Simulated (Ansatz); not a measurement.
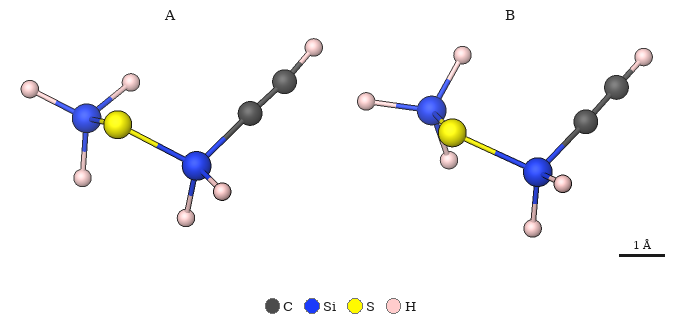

Two geometries of C₂H₆SSi₂ (coarse preliminary run), drawn at one scale. One is the start of a relaxation, the other its converged end. Style: ball-and-stick. Shown from a free direction.

The calculation used RKS PBE-D4/def2-SVP (Ansatz). (force threshold 0.03 eV/Å; at most 200 steps)

**Which geometry has the lower energy?**

Structure B is the relaxed one. The start comes from a force field. After 19 geometry steps the energy has fallen by 0.499 eV. The largest force component goes from 6.6 to 0.021 eV/Å. The forces were under the threshold at step 5, but the run went on from there. The atom that moves furthest after the best rigid fit is an H atom (0.84 Å). Largest moves by element: H 0.84 Å, C 0.30 Å, S 0.23 Å, Si 0.22 Å. Near-neighbour distances that change, for instance: S–Si 2.060 → 2.162 Å, S–Si 2.090 → 2.171 Å, C–C 1.170 → 1.229 Å, H–Si 1.449 → 1.502 Å. Bond angles that change, for instance: C–C–H 173.7° → 179.7°, S–Si–H 111.6° → 105.9°, H–Si–H 105.2° → 110.5°. Groups turn about S–Si by about 20°.
